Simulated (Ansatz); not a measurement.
## Electronic structure of B2F (quartet) in real space

```yaml
atoms:
  - { symbol: B, position_ang: [-0.0339, 0.0338, 0.0612] }
  - { symbol: B, position_ang: [0.6257, -0.6271, -1.1337] }
  - { symbol: F, position_ang: [-0.5918, 0.5934, 1.0725] }
```

Geometry: PBE0-D4/def2-TZVP.

Level of theory: Ansatz, UKS PBE0-D4/def2-TZVP.

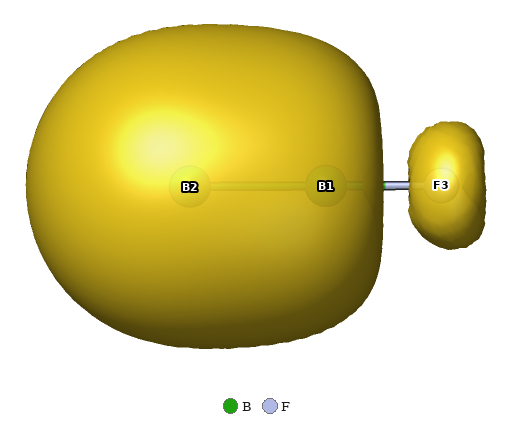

Figure 1. Isosurface of the spin density at +0.015 e/Å³ (yellow), seen from one side.

Which atoms carry the spin?

The unpaired spin (3 electrons) lies mostly on B2 (about 2.0), B1 (about 0.9) and F3 (about 0.1), in electrons by Hirshfeld's partition.

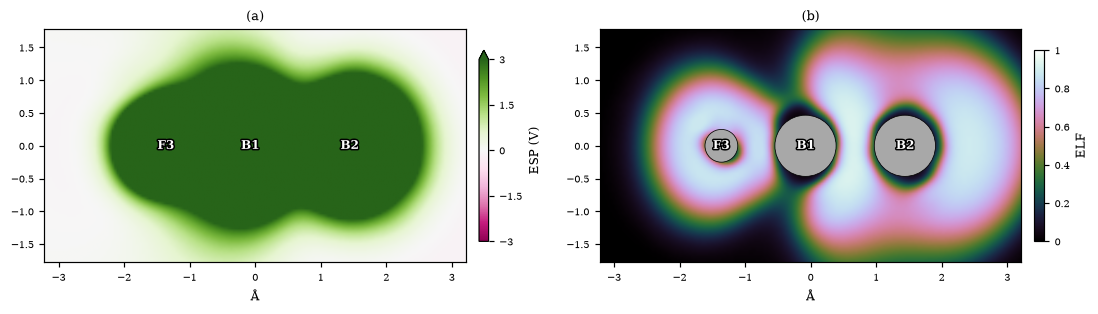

Figure 2. (a) molecular electrostatic potential; (b) electron localisation function on a plane that holds the molecular axis. Grey discs cover the atomic cores in the ELF map.

Describe what can be read from this map.

- Atoms in the plane: B and F.
- B–F (1.28 Å): the ELF peaks at about 0.85 between the atoms, as expected for a polar covalent bond.
- B–B (1.52 Å): the ELF peaks at about 0.90 between the atoms: a covalent bond.
- The ELF also peaks beside F3 and B2, away from the bonds: non-bonding electrons, paired or unpaired.
- The potential has no marked negative region in this plane.

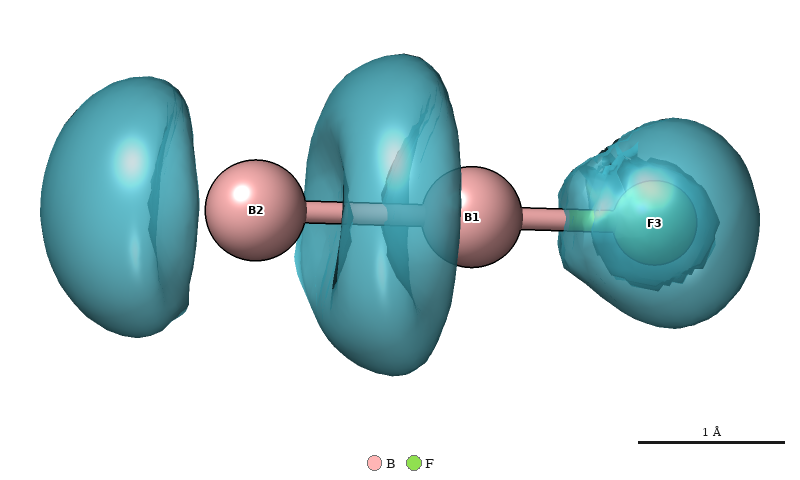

Figure 3. Isosurface of the ELF at 0.8 (cyan), seen from one side. Only the valence region is drawn (cores and ρ < 0.01 e/Å³ removed).

What do the ELF domains correspond to?

The surface consists of one region between bonded B–B atoms (shared pairs), one region on F in which the atom's valence shell and bonds are merged and one lobe on B, pointing away from the bonds (non-bonding electrons).
